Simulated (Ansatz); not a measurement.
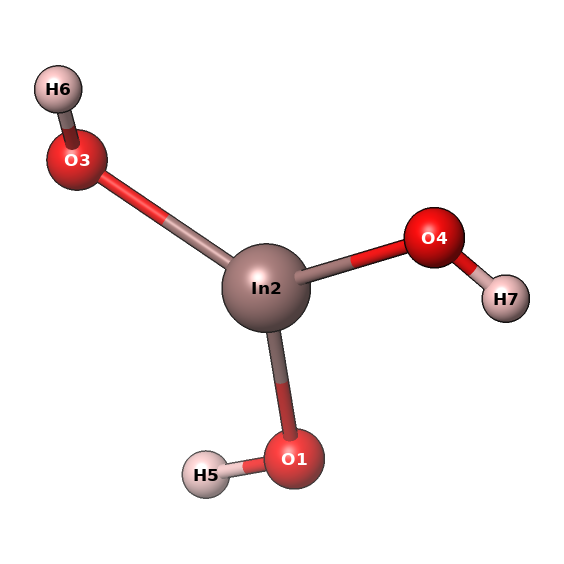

Simulated data, not a measurement (program: Ansatz).

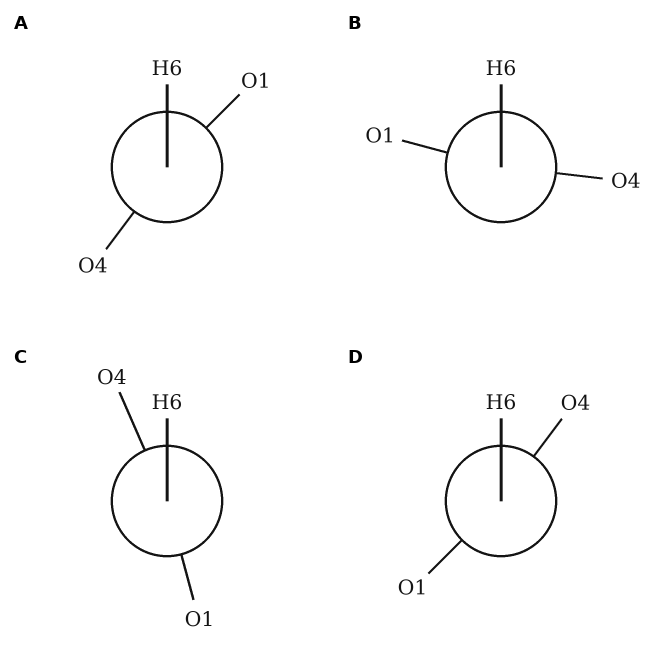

Atoms fade into the background with distance from the viewer. Bonds that would overlap in a projection are set slightly apart. Geometry: atoms displaced at random (about 0.09 Å) from a stationary point of PBE0-D4.

Question: Which Newman projection shows the view along O3–In2, with O3 in front?

Answer: C. The torsion angle H6–O3–In2–O1 is 165°, antiperiplanar (anti).
